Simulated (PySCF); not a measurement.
System: C3H11NSi2 (SMILES CN[SiH2]/C=C/[SiH3]).

Input

```
{"job": {"kind": "nmr", "xc": "PBE0", "basis": "pcSseg-1", "pop": false}, "charge": 0, "multiplicity": 1}
C     -3.384800     0.916100     0.209900
N     -2.322000    -0.044200     0.199200
Si    -1.185600    -0.209100    -1.138500
C      0.574500    -0.241200    -0.564900
C      0.925500     0.191500     0.657500
Si     2.714100     0.414200     1.182100
H     -4.298400     0.443000     0.713600
H     -3.681800     0.938400    -0.824400
H     -3.314600     2.055900     0.475700
H     -2.080400    -0.473400     1.093200
H     -1.458700    -1.185800    -2.151200
H     -1.173200     1.004100    -1.919000
H      1.404200    -0.397200    -1.220300
H      0.057100     0.501400     1.254100
H      3.278900     1.214000     0.051500
H      2.947300     1.000000     2.458000
H      3.510800    -0.761400     1.182800
```

Launched as:

```sh
OMP_NUM_THREADS=1 python probes_run.py task.json out
```

Geometry: GFN2-xTB, MD frame at 250 fs, 600 K.

Level of theory: PBE0/pcSseg-1, SCF density, gas phase, non-relativistic (PySCF).

**Predict the electron density and electron localisation function between the atoms.**

C–C (1.34 Å): ρ is about 2.2 e/Å³ halfway; the ELF peaks at about 0.90 between the atoms (a multiple bond).
C–Si (1.88 Å): the density is about 0.94 e/Å³ at the midpoint; the ELF peaks at about 0.95 between the atoms (localised, covalent bonding).
C–H (1.10 Å): the density is about 1.9 e/Å³ at the midpoint; the ELF climbs to about 1 towards the hydrogen, as it does in any bond to H; a covalent bond by its length.

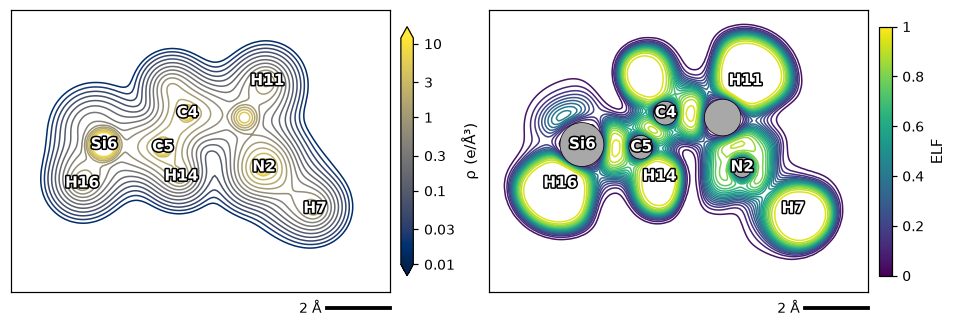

Computed electron density and electron localisation function on the plane of atoms Si6, C5 and H14, in this order. Grey discs cover the atomic cores in the ELF map. 
